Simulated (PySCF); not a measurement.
## A study: C$_{7}$H$_{5}$N, SMILES `N#Cc1ccccc1`

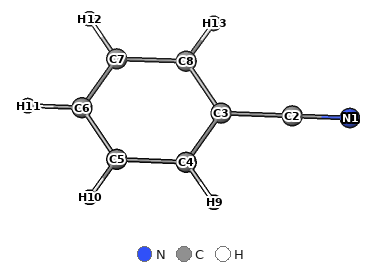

The molecule, with its atoms numbered as below. No frequency check shows the geometry to be a minimum.

Geometry (Å), atoms numbered from 1:

```
N1      -3.1686   -0.0006    0.0000
C2      -2.0222    0.0003    0.0000
C3      -0.6078    0.0005    0.0000
C4       0.0869    1.2098    0.0000
C5       1.4686    1.2023    0.0000
C6       2.1594   -0.0003    0.0000
C7       1.4688   -1.2020    0.0000
C8       0.0871   -1.2097    0.0000
H9      -0.4618    2.1401    0.0000
H10      2.0096    2.1368    0.0000
H11      3.2392   -0.0006    0.0000
H12      2.0100   -2.1364    0.0000
H13     -0.4614   -2.1402    0.0000
```

## 1. Bonding charge

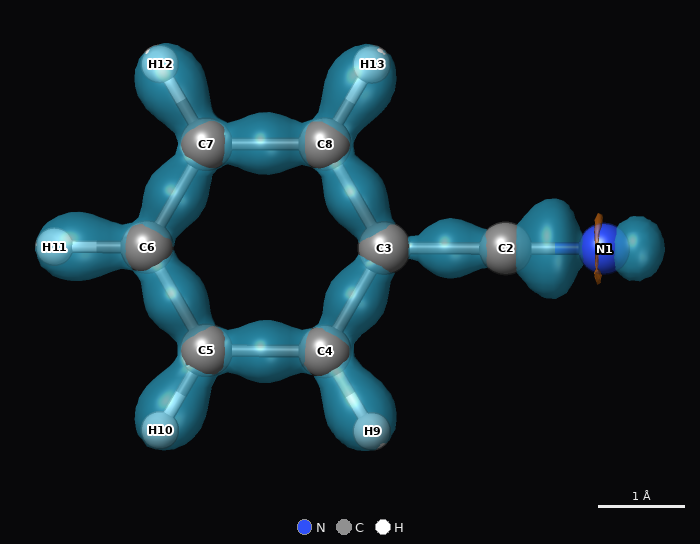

Deformation density (molecule less spherical, spin-averaged free atoms at the same positions), surfaces at ±0.2 e/Å³; light blue: gain, orange: loss.

Method: PBE/6-31G*; geometry: GFN2-xTB; program: PySCF.

Q: Describe the bonding that the map shows.

A: N1–C2: +0.82 e/Å³ at the bond critical point (bond length 1.15 Å, Mayer order 3.0). C4–H9 and C8–H13: +0.66 e/Å³ at the bond critical point (bond length 1.08 Å, Mayer order 0.9). C6–H11: +0.65 e/Å³ at the bond critical point (bond length 1.08 Å, Mayer order 0.9). C5–H10 and C7–H12: +0.65 e/Å³ at the bond critical point (bond length 1.08 Å, Mayer order 0.9). C4–C5 and C7–C8: +0.59 e/Å³ at the bond critical point (bond length 1.38 Å, Mayer order 1.4). C6–C7 and C5–C6: +0.58 e/Å³ at the bond critical point (bond length 1.39 Å, Mayer order 1.4). C3–C4 and C3–C8: +0.56 e/Å³ at the bond critical point (bond length 1.40 Å, Mayer order 1.4). C2–C3: +0.48 e/Å³ at the bond critical point (bond length 1.41 Å, Mayer order 1.0). In all, 2.8 electrons gather in the regions of gain relative to the promolecule.

Q: Where do the Hirshfeld charges lie?

A: The highest Hirshfeld charge is on C2 (+0.06 e), the lowest on N1 (−0.21 e).

```csv
atom,charge (e)
N1,−0.21
C2,+0.06
C3,+0.02
C4,−0.02
C5,−0.03
C6,−0.03
C7,−0.03
C8,−0.02
H9,+0.06
H10,+0.05
H11,+0.05
H12,+0.05
H13,+0.06
```

## 2. Bond critical points

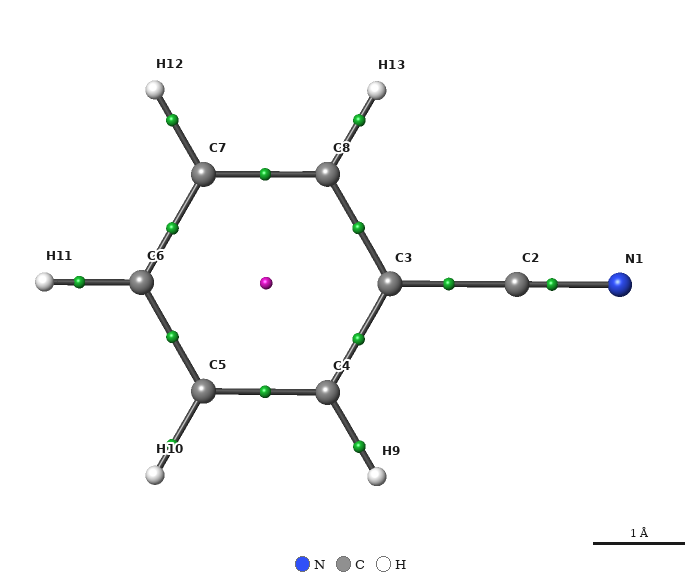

Molecular graph of the electron density (QTAIM): bond paths, bond critical points (green), ring points (magenta, if any); weak paths are dashed.

Q: How many critical points of each kind are there, and does the count close?

A: 13 nuclei, 13 bond, 1 ring and 0 cage critical points: 13 − 13 + 1 − 0 = 1, as the Poincaré–Hopf relation requires.

Q: Give the properties at the bond critical points.

A:
```json
{"bond": "N1–C2", "length (Å)": "1.146", "ρ (a.u.)": "0.471", "∇²ρ (a.u.)": "+0.68", "ε": "0.03", "H (a.u.)": "−0.820"}
{"bond": "C4–C5 (2 alike)", "length (Å)": "1.382", "ρ (a.u.)": "0.315", "∇²ρ (a.u.)": "−0.86", "ε": "0.20", "H (a.u.)": "−0.320"}
{"bond": "C6–C7 (2 alike)", "length (Å)": "1.386", "ρ (a.u.)": "0.313", "∇²ρ (a.u.)": "−0.85", "ε": "0.19", "H (a.u.)": "−0.316"}
{"bond": "C3–C4 (2 alike)", "length (Å)": "1.395", "ρ (a.u.)": "0.308", "∇²ρ (a.u.)": "−0.82", "ε": "0.19", "H (a.u.)": "−0.305"}
{"bond": "C2–C3", "length (Å)": "1.414", "ρ (a.u.)": "0.288", "∇²ρ (a.u.)": "−0.78", "ε": "0.06", "H (a.u.)": "−0.285"}
{"bond": "C4–H9 (2 alike)", "length (Å)": "1.080", "ρ (a.u.)": "0.280", "∇²ρ (a.u.)": "−0.99", "ε": "0.01", "H (a.u.)": "−0.283"}
{"bond": "C6–H11", "length (Å)": "1.080", "ρ (a.u.)": "0.279", "∇²ρ (a.u.)": "−0.98", "ε": "0.01", "H (a.u.)": "−0.282"}
{"bond": "C5–H10 (2 alike)", "length (Å)": "1.080", "ρ (a.u.)": "0.279", "∇²ρ (a.u.)": "−0.98", "ε": "0.01", "H (a.u.)": "−0.282"}
```

Q: What kind of interaction is N1–C2?

A: Polar or intermediate (positive Laplacian, negative energy density H): ρ = 0.471, ∇²ρ = +0.68, H = −0.820 a.u.

## 3. Local ionisation energy

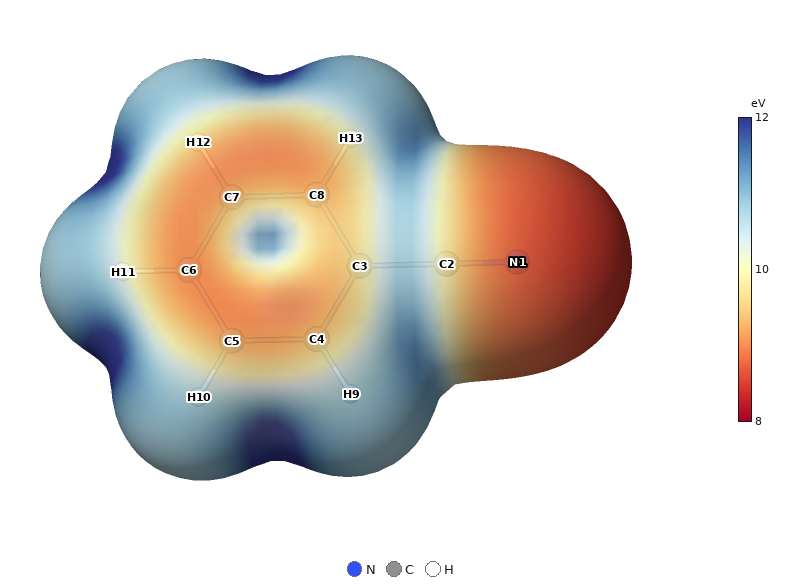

Average local ionisation energy on the surface of electron density 0.001 a.u.

Q: Where are the most loosely bound electrons on this surface?

A: The lowest value is 8.4 eV, 1.8 Å from N1, and at like points elsewhere. Further minima include 8.9 eV, off the C7–C8 bond (2.1 Å from its atoms), and at like points elsewhere. For comparison, the highest occupied orbital lies at −6.5 eV.

Q: What volume does the surface enclose, and what is the dipole moment?

A: About 135 Å³; the dipole moment is 4.4 D.

## 4. Excited states

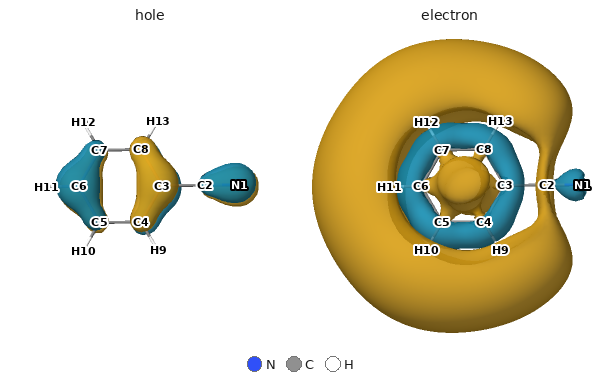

Leading natural transition orbital pair of S₄ (TDA singlet states); the surfaces enclose about 70 % of each orbital's density.

Computed with PySCF, PBE/6-31+G*, geometry: GFN2-xTB.

Q: Characterise the state.

A: 6.28 eV (198 nm), f = 0.005, π → diffuse (Rydberg-like) orbital; the leading pair carries 95 %; hole on N1 (22 %), C6 (19 %) and C3 (18 %), electron on C6 (13 %), C5 and C7 (11 % each) and H11 (9 %) (atom shares of so diffuse an orbital are rough); their centroids lie 1.7 Å apart; S₅ lies within 0.1 eV of it. In canonical orbitals it is mainly HOMO → LUMO+2 (94 %). The HOMO–LUMO gap is 4.40 eV.

## 5. Magnetic shielding

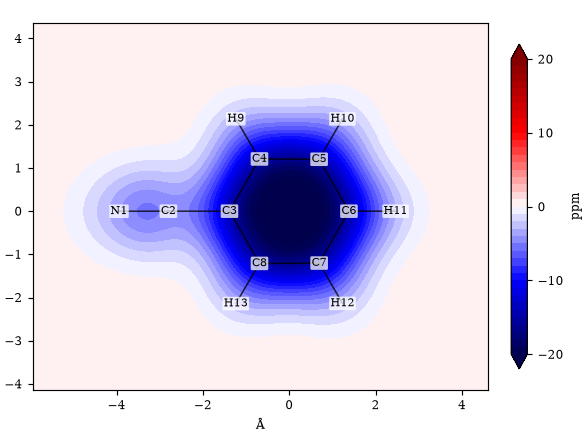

NICSzz (the component normal to the ring) 1.7 Å above the plane of the 6-membered ring C3/C4/C5/C6/C7/C8; GIAO shieldings; atoms are projected onto the map; negative values mean shielding.

PySCF calculation, CAM-B3LYP/def2-SVP, gas phase; geometry: GFN2-xTB.

Q: Classify the ring and give its NICS values.

A: It is strongly diatropic (aromatic): NICS(0) = −9.1, NICS(1) = −11.0, NICS(1)zz = −28.7 ppm.

Q: What absolute proton shieldings does the same calculation give?

A: From 24.1 ppm (H9 and H13) to 24.4 ppm (H10 and H12).

The PySCF runs shown took 25 s, 5.9 min and 110 s on 1 thread of Arm Neoverse V1, on a shared host.
